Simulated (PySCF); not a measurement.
# C₄H₇NO₂Si: runs on many settings

Which settings matter for C₄H₇NO₂Si (`CCC(=O)O[SiH2]C#N`)?

Computed with PySCF 2.14.0, with density-fitted response routines of our own, on a single molecule, in the gas phase or a continuum. Atoms are numbered from 0 throughout.

**1. Starting geometry**

15 atoms, charge 0, multiplicity 1; geometry from: GFN2-xTB.

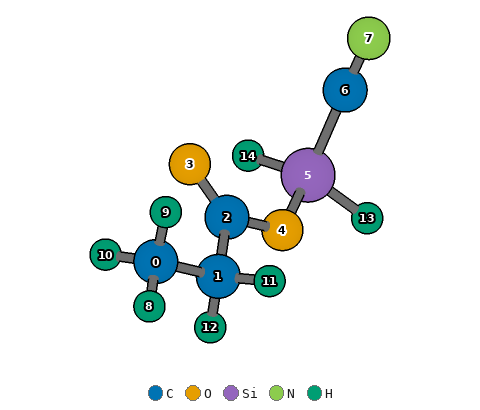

As it starts; carbon blue, oxygen amber, silicon purple, nitrogen green, hydrogen teal, atoms numbered.

**2. NMR shieldings: PBE0/pcSseg-1**

What the job is given:

```
{"job": {"kind": "nmr", "xc": "PBE0", "basis": "pcSseg-1"}, "charge": 0, "multiplicity": 1}
C     -2.550117     0.587672     0.166485
C     -1.477568    -0.476816    -0.014075
C     -0.111782     0.122017    -0.216660
O      0.149881     1.290564    -0.256666
O      0.831188    -0.817350    -0.363341
Si     2.442810    -0.506127    -0.569010
C      3.117040     0.243803     1.006215
N      3.536165     0.686125     1.975450
H     -3.528329     0.124266     0.263434
H     -2.348092     1.177683     1.056370
H     -2.560805     1.260197    -0.687116
H     -1.424161    -1.133756     0.857617
H     -1.691957    -1.109518    -0.879323
H      2.925234    -1.871558    -0.705218
H      2.686078     0.430785    -1.656075
```

With the program's defaults for keys left out, this is: GIAO PBE0/pcSseg-1 NMR shielding, non-relativistic, gas phase.

Command:

```
OMP_NUM_THREADS=1 python probes_run.py task.json out
```

One launch serves the whole session: the jobs run in the order shown.

Log:

```text
coarse grid: 13544 points
cycle   1  E = -650.5359156625  dE =  1.135e+00  |g| = 9.904e-01  |ddm| = 3.521e+00
cycle   2  E = -650.1083133105  dE =  4.276e-01  |g| = 1.784e+00  |ddm| = 1.840e+00
cycle   3  E = -650.7077353935  dE = -5.994e-01  |g| = 3.143e-01  |ddm| = 1.314e+00
cycle   4  E = -650.7257754171  dE = -1.804e-02  |g| = 8.824e-02  |ddm| = 2.341e-01
cycle   5  E = -650.7269467630  dE = -1.171e-03  |g| = 3.799e-02  |ddm| = 6.511e-02
cycle   6  E = -650.7272267220  dE = -2.800e-04  |g| = 1.302e-02  |ddm| = 2.828e-02
cycle   7  E = -650.7272582285  dE = -3.151e-05  |g| = 3.687e-03  |ddm| = 8.632e-03
cycle   8  E = -650.7272609428  dE = -2.714e-06  |g| = 6.091e-04  |ddm| = 2.652e-03
final grid: 127776 points
cycle   9  E = -650.7937263424  dE = -1.666e-05  |g| = 1.275e-02  |ddm| = 2.201e-02
cycle  10  E = -650.7936805390  dE =  4.580e-05  |g| = 2.035e-02  |ddm| = 2.076e-02
cycle  11  E = -650.7937558650  dE = -7.533e-05  |g| = 2.600e-03  |ddm| = 1.320e-02
cycle  12  E = -650.7937571551  dE = -1.290e-06  |g| = 4.768e-04  |ddm| = 1.744e-03
cycle  13  E = -650.7937571920  dE = -3.687e-08  |g| = 1.677e-04  |ddm| = 3.503e-04
cycle  14  E = -650.7937571963  dE = -4.304e-09  |g| = 9.515e-05  |ddm| = 1.380e-04
cycle  15  E = -650.7937571981  dE = -1.830e-09  |g| = 2.123e-05  |ddm| = 6.285e-05
cycle  16  E = -650.7937571982  dE = -8.868e-11  |g| = 2.810e-06  |ddm| = 1.505e-05
converged SCF energy = -650.7937571982

GIAO shielding tensors (ppm)
atom      isotropic    diamagn.    paramagn.     s11        s22        s33       span
  0 C      176.271     245.857     -69.586    168.431    175.654    184.728     16.296
  1 C      155.124     250.779     -95.654    138.580    146.593    180.200     41.620
  2 C        7.027     253.659    -246.632   -101.530     52.741     69.870    171.400
  3 O     -126.008     404.833    -530.841   -412.941   -253.298    288.214    701.155
  4 O      146.991     401.957    -254.967      6.330    204.349    230.292    223.962
  5 Si     409.986     879.783    -469.797    360.451    420.475    449.032     88.580
  6 C       63.924     263.054    -199.130    -50.823    -44.854    287.449    338.271
  7 N      -96.444     337.904    -434.348   -295.668   -290.634    296.971    592.640
  8 H       30.759      27.358       3.401     26.056     28.154     38.067     12.012
  9 H       30.351      29.876       0.475     26.223     28.493     36.336     10.113
 10 H       30.365      29.396       0.969     26.203     28.574     36.317     10.114
 11 H       29.166      31.593      -2.427     24.479     29.491     33.528      9.050
 12 H       29.236      30.765      -1.529     24.456     29.606     33.646      9.189
 13 H       27.026      27.911      -0.885     23.429     25.541     32.108      8.679
 14 H       26.513      28.305      -1.792     23.606     24.715     31.218      7.612
```

It took 19 s on 1 thread of Arm Neoverse V2, shared host; peak memory 0.8 GiB.

Shifts follow as δ = σ(reference) − σ, with reference shieldings (ppm) from runs at the same level and on the same kind of geometry: 1H TMS 31.72, 13C TMS 186.9, 29Si TMS 349.2, 15N NH3 267.7, 17O H2O 336.1. The references are single molecules in the gas phase, so shifts against H2O, NH3, PH3, H3PO4 or CFCl3 are not on the usual liquid scales and can be off by tens of ppm. Atoms listed in one row are averaged.

```csv
atoms,environment,σ (ppm),δ (ppm),δ scaled to CDCl3
C2,carbonyl carbon,7.0,179.9,173.7
C6,nitrile carbon,63.9,123.0,118.1
C1,sp3 CH2 α to a carbonyl,155.1,31.8,29.1
C0,methyl carbon,176.3,10.7,8.5
"H13, H14","hydrogen on a silicon bonded to C, O",26.77,4.95,–
"H11, H12",hydrogen on an sp3 CH2 α to a carbonyl,29.20,2.52,2.48
"H8, H9, H10",hydrogen on a methyl carbon,30.49,1.23,1.26
O3,carbonyl oxygen,-126.0,462.1,–
O4,"oxygen bonded to C, Si",147.0,189.1,–
Si5,"silicon bonded to C, O, 2 H",410.0,-60.8,–
N7,nitrile nitrogen,-96.4,364.2,–
```

The scaled column applies a straight-line fit of computed shieldings to shifts measured in CDCl3 (root-mean-square error 0.16 ppm for H, 1.9 ppm for C).

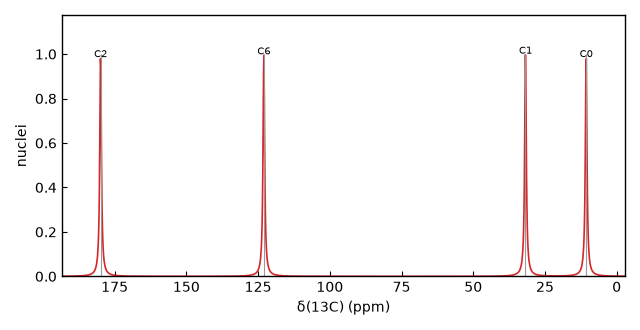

13C lines at the computed shifts, without couplings. Lines are broadened to a width of 0.68 ppm (Lorentzian).

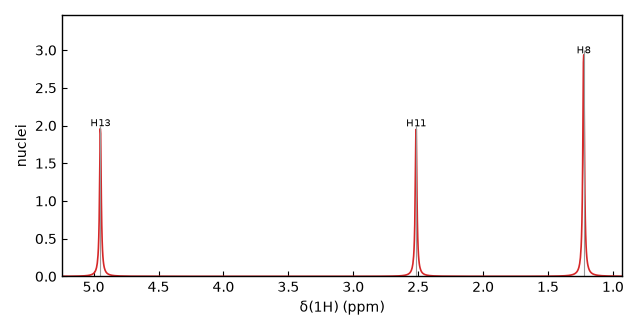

1H lines at the computed shifts, without couplings. Lines are broadened to a width of 0.01 ppm (Lorentzian).

The run also stored atomic charges by several schemes (e):

```csv
atoms,Mulliken,IAO,Hirshfeld,ESP fit
C0,-0.26,-0.42,-0.12,-0.25
C1,-0.29,-0.31,-0.07,-0.14
C2,0.49,0.54,0.23,0.87
O3,-0.39,-0.44,-0.23,-0.54
O4,-0.59,-0.60,-0.19,-0.57
Si5,0.89,1.00,0.46,0.59
C6,-0.20,-0.17,-0.03,0.15
N7,-0.19,-0.18,-0.18,-0.36
```

Mulliken charges:

C0 -0.26; C1 -0.29; C2 0.49; O3 -0.39; O4 -0.59; Si5 0.89; C6 -0.20; N7 -0.19; H8 0.12; H9 0.13; H10 0.13; H11 0.16; H12 0.15; H13 -0.08; H14 -0.06

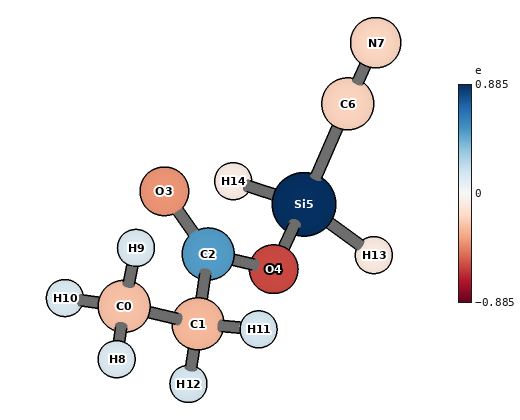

Mulliken charges, as colours on the atoms.

Mayer bond orders: C0–C1 1.06, C1–C2 0.96, C2–O3 1.97, C2–O4 1.01, O4–Si5 0.89, Si5–C6 0.83, C6–N7 2.93.

**3. Excited states and response: PBE0/def2-SVPD**

Settings changed since step 2:

```diff
@@ -1,2 +1,2 @@
-{"job": {"kind": "nmr", "xc": "PBE0", "basis": "pcSseg-1"}, "charge": 0, "multiplicity": 1}
+{"job": {"kind": "uv", "xc": "PBE0", "basis": "def2-SVPD", "nstates": 6, "ntriplets": 2}, "charge": 0, "multiplicity": 1}
 C     -2.550117     0.587672     0.166485
```

With the program's defaults for keys left out, this is: TDDFT PBE0/def2-SVPD, vertical, gas phase, core orbitals frozen in the response.

Log:

```text
coarse grid: 13544 points
cycle   1  E = -650.2218621032  dE =  1.078e+00  |g| = 9.458e-01  |ddm| = 5.762e+00
cycle   2  E = -649.8014170839  dE =  4.204e-01  |g| = 1.734e+00  |ddm| = 4.310e+00
cycle   3  E = -650.3872752259  dE = -5.859e-01  |g| = 2.965e-01  |ddm| = 3.090e+00
cycle   4  E = -650.4038796708  dE = -1.660e-02  |g| = 8.594e-02  |ddm| = 3.742e-01
cycle   5  E = -650.4050579491  dE = -1.178e-03  |g| = 3.723e-02  |ddm| = 1.144e-01
cycle   6  E = -650.4053417227  dE = -2.838e-04  |g| = 1.252e-02  |ddm| = 5.134e-02
cycle   7  E = -650.4053723717  dE = -3.065e-05  |g| = 3.230e-03  |ddm| = 1.441e-02
cycle   8  E = -650.4053745371  dE = -2.165e-06  |g| = 5.657e-04  |ddm| = 4.729e-03
final grid: 127776 points
cycle   9  E = -650.5009326274  dE = -1.796e-05  |g| = 1.177e-02  |ddm| = 1.012e-01
cycle  10  E = -650.5008900812  dE =  4.255e-05  |g| = 1.902e-02  |ddm| = 3.921e-02
cycle  11  E = -650.5009595025  dE = -6.942e-05  |g| = 2.446e-03  |ddm| = 2.541e-02
cycle  12  E = -650.5009607083  dE = -1.206e-06  |g| = 4.436e-04  |ddm| = 2.812e-03
cycle  13  E = -650.5009607436  dE = -3.525e-08  |g| = 1.569e-04  |ddm| = 7.012e-04
cycle  14  E = -650.5009607472  dE = -3.693e-09  |g| = 9.304e-05  |ddm| = 2.521e-04
cycle  15  E = -650.5009607491  dE = -1.809e-09  |g| = 1.870e-05  |ddm| = 1.068e-04
cycle  16  E = -650.5009607491  dE = -7.594e-11  |g| = 2.472e-06  |ddm| = 3.223e-05
converged SCF energy = -650.5009607491

Static polarisability (au): isotropic 80.359, principal 68.675 79.483 92.917

Singlet excitations
state   eV       nm        f      main configurations
  1   5.8398    212.3   0.00060   H->L+1 0.78, H->L+2 0.15
  2   6.4773    191.4   0.03946   H->L 0.93
  3   6.9281    179.0   0.00592   H-2->L 0.37, H-1->L 0.36
  4   7.1939    172.3   0.00209   H->L+2 0.73, H->L+1 0.14
  5   7.3985    167.6   0.00176   H-1->L 0.35, H-2->L 0.35, H-3->L 0.08
  6   7.4429    166.6   0.00828   H-3->L 0.38, H-1->L 0.17

Triplet excitations (Tamm-Dancoff, eV): 5.2880 5.8082
```

Run time: 31 s. Hardware: 1 thread of Arm Neoverse V2, shared host; peak memory 0.92 GiB.

Frontier orbitals and where they lie:

```csv
orbital,eV,atoms
HOMO−3,-10.19,"N7 36 %, C6 30 %, O4 9 %"
HOMO−2,-9.99,"N7 28 %, C6 21 %, O4 18 %"
HOMO−1,-9.90,"O4 24 %, N7 16 %, O3 15 %"
HOMO,-8.65,"O3 65 %, O4 10 %, C1 9 %"
LUMO,-1.12,"Si5 30 %, C6 24 %, N7 21 %"
LUMO+1,-0.55,"C2 26 %, O3 22 %, Si5 11 %"
LUMO+2,-0.31,"N7 25 %, C6 25 %, Si5 18 %"
```

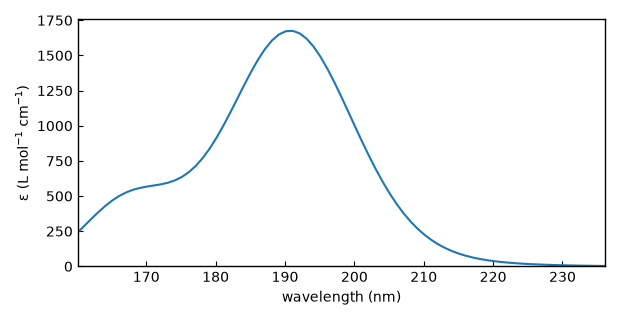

Absorption spectrum: each of the 6 states is a Gaussian band of 0.4 eV half-width at 1/e. Beyond the last state computed it falls off for lack of states.

Further results of this job:

```csv
property,computed
dipole moment (D),4.54
polarisability (Å³),11.91
HOMO–LUMO gap (eV),7.53
−ε(HOMO) (eV),8.65
```

**4. Excited states and response: KT2/3-21G**

Settings changed since step 3:

```diff
@@ -1,2 +1,2 @@
-{"job": {"kind": "uv", "xc": "PBE0", "basis": "def2-SVPD", "nstates": 6, "ntriplets": 2}, "charge": 0, "multiplicity": 1}
+{"job": {"kind": "uv", "xc": "KT2", "basis": "3-21G", "nstates": 3, "ntriplets": 5, "tda": true, "grid": 4}, "charge": 0, "multiplicity": 1}
 C     -2.550117     0.587672     0.166485
```

Level: TDA KT2/3-21G, vertical, gas phase, core orbitals frozen in the response.

Log:

```text
coarse grid: 13544 points
cycle   1  E = -655.8865431744  dE =  8.616e-01  |g| = 1.075e+00  |ddm| = 3.971e+00
cycle   2  E = -654.7224245223  dE =  1.164e+00  |g| = 2.470e+00  |ddm| = 3.572e+00
cycle   3  E = -656.0295089087  dE = -1.307e+00  |g| = 6.696e-01  |ddm| = 3.039e+00
cycle   4  E = -656.1208258615  dE = -9.132e-02  |g| = 1.475e-01  |ddm| = 6.905e-01
cycle   5  E = -656.1240973679  dE = -3.272e-03  |g| = 6.958e-02  |ddm| = 2.134e-01
cycle   6  E = -656.1251143817  dE = -1.017e-03  |g| = 2.760e-02  |ddm| = 9.354e-02
cycle   7  E = -656.1252458262  dE = -1.314e-04  |g| = 1.391e-02  |ddm| = 2.661e-02
cycle   8  E = -656.1252896630  dE = -4.384e-05  |g| = 1.697e-03  |ddm| = 1.273e-02
cycle   9  E = -656.1252903654  dE = -7.025e-07  |g| = 3.752e-04  |ddm| = 2.441e-03
final grid: 337704 points
cycle  10  E = -656.0948178464  dE = -9.443e-05  |g| = 1.436e-02  |ddm| = 3.405e-02
cycle  11  E = -656.0946959878  dE =  1.219e-04  |g| = 2.817e-02  |ddm| = 3.910e-02
cycle  12  E = -656.0948407697  dE = -1.448e-04  |g| = 8.302e-03  |ddm| = 2.734e-02
cycle  13  E = -656.0948559621  dE = -1.519e-05  |g| = 1.389e-03  |ddm| = 6.575e-03
cycle  14  E = -656.0948563471  dE = -3.850e-07  |g| = 3.817e-04  |ddm| = 1.331e-03
cycle  15  E = -656.0948563705  dE = -2.337e-08  |g| = 2.160e-04  |ddm| = 4.616e-04
cycle  16  E = -656.0948563804  dE = -9.921e-09  |g| = 2.287e-05  |ddm| = 2.380e-04
cycle  17  E = -656.0948563805  dE = -1.360e-10  |g| = 5.676e-06  |ddm| = 3.552e-05
converged SCF energy = -656.0948563805

Static polarisability (au): isotropic 65.453, principal 52.894 63.827 79.637

Singlet excitations
state   eV       nm        f      main configurations
  1   5.2938    234.2   0.04239   H->L 0.97
  2   5.7946    214.0   0.00195   H->L+1 0.99
  3   6.2231    199.2   0.00300   H->L+2 0.99

Triplet excitations (Tamm-Dancoff, eV): 5.0224 5.2529 5.9619 6.0048 6.0722
```

Wall time 15 s (1 thread of Arm Neoverse V2, shared host); peak memory 0.49 GiB.

In short: HOMO -6.63 eV, LUMO -1.50 eV; lowest singlet 5.29 eV.

**5. Ultraviolet spectrum: PBE0/def2-SVPD**

Settings changed since step 4:

```diff
@@ -1,4 +1,4 @@
-{"job": {"kind": "uv", "xc": "KT2", "basis": "3-21G", "nstates": 3, "ntriplets": 5, "tda": true, "grid": 4}, "charge": 0, "multiplicity": 1}
+{"job": {"kind": "uv", "xc": "PBE0", "basis": "def2-SVPD", "nstates": 1, "ntriplets": 5, "tda": true, "scf": {"max_cycle": 90}}, "charge": 0, "multiplicity": 1}
 C     -2.550117     0.587672     0.166485
-C     -1.477568    -0.476816    -0.014075
+C     -1.155803    -0.796162    -0.068243
 C     -0.111782     0.122017    -0.216660
```

Level: TDA PBE0/def2-SVPD, vertical, gas phase, core orbitals frozen in the response.

Log:

```text
final grid: 127776 points
cycle   1  E = -650.2042978688  dE =  1.131e+00  |g| = 9.258e-01  |ddm| = 5.736e+00
cycle   2  E = -649.8058525572  dE =  3.984e-01  |g| = 1.690e+00  |ddm| = 3.965e+00
cycle   3  E = -650.3606081578  dE = -5.548e-01  |g| = 2.963e-01  |ddm| = 2.749e+00
cycle   4  E = -650.3770849442  dE = -1.648e-02  |g| = 9.285e-02  |ddm| = 3.911e-01
cycle   5  E = -650.3786514744  dE = -1.567e-03  |g| = 2.963e-02  |ddm| = 1.444e-01
cycle   6  E = -650.3788473009  dE = -1.958e-04  |g| = 9.988e-03  |ddm| = 5.583e-02
cycle   7  E = -650.3788661694  dE = -1.887e-05  |g| = 3.447e-03  |ddm| = 1.333e-02
cycle   8  E = -650.3788683381  dE = -2.169e-06  |g| = 1.096e-03  |ddm| = 5.103e-03
cycle   9  E = -650.3788686273  dE = -2.892e-07  |g| = 3.230e-04  |ddm| = 2.045e-03
cycle  10  E = -650.3788686552  dE = -2.792e-08  |g| = 6.650e-05  |ddm| = 6.720e-04
cycle  11  E = -650.3788686562  dE = -1.042e-09  |g| = 2.999e-05  |ddm| = 1.994e-04
cycle  12  E = -650.3788686564  dE = -1.912e-10  |g| = 7.597e-06  |ddm| = 6.292e-05
converged SCF energy = -650.3788686564

Static polarisability (au): isotropic 86.436, principal 68.694 82.519 108.095

Singlet excitations
state   eV       nm        f      main configurations
  1   5.5134    224.9   0.00122   H->L+1 0.84

Triplet excitations (Tamm-Dancoff, eV): 4.8811 5.2413 5.5658 5.7962 6.0596
```

Run time: 26 s. Hardware: 1 thread of Arm Neoverse V2, shared host; peak memory 0.92 GiB.

It converged, yet the result is unsound: one atom of the first bond was moved so that the bond is 1.3 times as long. Its HOMO lies at -7.98 eV, against -8.65 eV in step 3 (PBE0/def2-SVPD).

**6. Shielding tensors: PBE0/pcSseg-1 in water**

Settings changed since step 5:

```diff
@@ -1,4 +1,4 @@
-{"job": {"kind": "uv", "xc": "PBE0", "basis": "def2-SVPD", "nstates": 1, "ntriplets": 5, "tda": true, "scf": {"max_cycle": 90}}, "charge": 0, "multiplicity": 1}
+{"job": {"kind": "nmr", "xc": "PBE0", "basis": "pcSseg-1", "solvent": "water", "pop": true, "scf": {"conv": 1e-06}}, "charge": 0, "multiplicity": 1}
 C     -2.550117     0.587672     0.166485
-C     -1.155803    -0.796162    -0.068243
+C     -1.477568    -0.476816    -0.014075
 C     -0.111782     0.122017    -0.216660
```

With the program's defaults for keys left out, this is: GIAO PBE0/pcSseg-1 NMR shielding, non-relativistic, IEF-PCM water.

Log:

```text
final grid: 127776 points
cycle   1  E = -650.6284192678  dE =  1.110e+00  |g| = 9.728e-01  |ddm| = 3.518e+00
cycle   2  E = -650.3252948094  dE =  3.031e-01  |g| = 1.602e+00  |ddm| = 1.598e+00
cycle   3  E = -650.7959338234  dE = -4.706e-01  |g| = 2.278e-01  |ddm| = 1.077e+00
cycle   4  E = -650.8052161213  dE = -9.282e-03  |g| = 7.574e-02  |ddm| = 1.715e-01
cycle   5  E = -650.8061320934  dE = -9.160e-04  |g| = 2.674e-02  |ddm| = 5.248e-02
cycle   6  E = -650.8062774375  dE = -1.453e-04  |g| = 8.003e-03  |ddm| = 2.022e-02
cycle   7  E = -650.8062887488  dE = -1.131e-05  |g| = 2.909e-03  |ddm| = 5.518e-03
cycle   8  E = -650.8062903571  dE = -1.608e-06  |g| = 4.845e-04  |ddm| = 1.873e-03
cycle   9  E = -650.8062904106  dE = -5.349e-08  |g| = 1.258e-04  |ddm| = 4.940e-04
converged SCF energy = -650.8062904106

GIAO shielding tensors (ppm)
atom      isotropic    diamagn.    paramagn.     s11        s22        s33       span
  0 C      176.841     246.653     -69.812    169.175    175.657    185.691     16.516
  1 C      154.932     250.824     -95.892    138.758    144.858    181.182     42.424
  2 C        3.097     253.599    -250.502   -102.583     41.667     70.207    172.790
  3 O      -94.815     406.190    -501.005   -364.653   -213.108    293.316    657.969
  4 O      145.174     401.925    -256.751      0.504    206.369    228.650    228.147
  5 Si     408.103     879.741    -471.639    353.976    424.649    445.683     91.708
  6 C       58.859     262.719    -203.861    -57.243    -53.537    287.356    344.599
  7 N      -74.054     339.821    -413.875   -264.477   -257.666    299.982    564.460
  8 H       30.563      27.251       3.312     25.803     27.883     38.003     12.200
  9 H       30.484      30.152       0.333     26.371     28.650     36.431     10.060
 10 H       30.478      29.625       0.853     26.331     28.693     36.409     10.078
 11 H       28.905      31.266      -2.362     24.140     29.184     33.390      9.250
 12 H       28.904      30.342      -1.438     24.035     29.201     33.476      9.441
 13 H       26.798      27.514      -0.716     23.158     25.239     31.996      8.838
 14 H       26.377      27.999      -1.622     23.472     24.525     31.135      7.663
```

It took 18 s on 1 thread of Arm Neoverse V2, shared host; peak memory 1 GiB.

Key values: δ C2 184.8, C6 129.0, C1 33.0, C0 11.0, H13 5.10, H11 2.79 ppm (means over like atoms).

**7. Comparing the runs: NMR shifts**

Shifts (ppm) of some atoms, chosen among heavy atoms and hydrogens apart, means over like atoms, with basis size and wall time:

```csv
run,C2,C6,H13,H11,O3,O4,N7,functions,time
PBE0/pcSseg-1,179.9,123.0,4.95,2.52,462.1,189.1,364.2,178,19 s
PBE0/pcSseg-1 in water,184.8,129.0,5.10,2.79,439.1,199.2,344.7,178,18 s
```

**8. Comparing the runs: electronic excitations**

Excitations and ground-state properties, with basis size and wall time:

```csv
run,lowest singlet (eV),brightest (eV),f,gap (eV),α (Å³),μ (D),functions,time
PBE0/def2-SVPD,5.84,6.48,0.039,7.53,11.91,4.54,226,31 s
KT2/3-21G,5.29,5.29,0.042,5.13,9.70,3.82,90,15 s
```

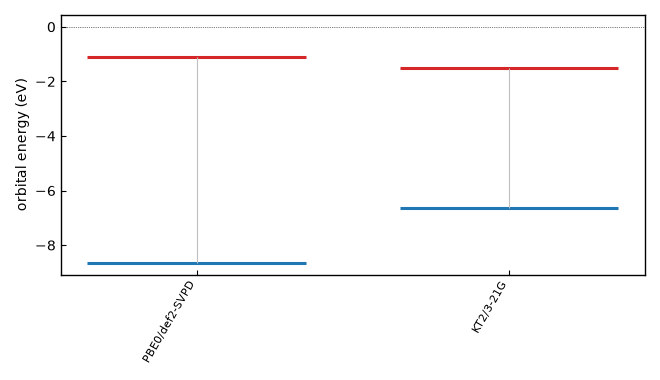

HOMO (blue) and LUMO (red) run by run.

**9. Results**

```
                                                              quantity                                            value
                                13C shifts against TMS (PBE0/pcSseg-1)                     179.9, 123.0, 31.8, 10.7 ppm
1H shifts against TMS (PBE0/pcSseg-1, means over atoms taken as alike)                             4.95, 2.52, 1.23 ppm
                                17O shifts against H2O (PBE0/pcSseg-1)                                 462.1, 189.1 ppm
                               29Si shifts against TMS (PBE0/pcSseg-1)                                        -60.8 ppm
                                15N shifts against NH3 (PBE0/pcSseg-1)                                        364.2 ppm
                                       lowest singlet (PBE0/def2-SVPD)                      5.84 eV (212 nm), f = 0.001
                              brightest single state of those computed                      state 2, 6.48 eV, f = 0.039
                                                        lowest triplet                                          5.29 eV
                                              range of the shift of O3                               439.1 to 462.1 ppm
                                           range of the lowest singlet                                  5.29 to 5.84 eV
                                         property runs in this session  5, of which 0 failed and 1 gave unsound results
```

Single values in the summary come from the first sound run of each kind (PBE0/pcSseg-1; PBE0/def2-SVPD), which need not be the best level. At PBE0/pcSseg-1: The largest span, 701 ppm, is at O3, where the paramagnetic term is -531 ppm. The first singlet state (HOMO→LUMO+1 0.78, HOMO→LUMO+2 0.15) lies at 5.84 eV and is dark; of the 6 states computed, the strongest absorption comes from state 2 at 6.48 eV. The lowest triplet lies 0.55 eV below the lowest singlet (triplets in Tamm-Dancoff, singlets in full TDDFT). In ppm, O3 moves most: its shift spreads over 22.9 ppm, from 439.1 (PBE0/pcSseg-1 in water) to 462.1 (PBE0/pcSseg-1). Each shift counts from a reference computed in the same medium, and that reference moves with the solvent too, so shifts and shieldings show the solvent's effect differently. The lowest singlet runs from 5.29 eV (KT2/3-21G) to 5.84 eV (PBE0/def2-SVPD), while the orbital gap spans 5.13 to 7.53 eV. Some runs use the Tamm-Dancoff approximation and others full TDDFT, which shifts states apart from functional and basis. The lowest state need not be the same one in every run. The runs solved for a few states only, so the brightest column depends on that window.
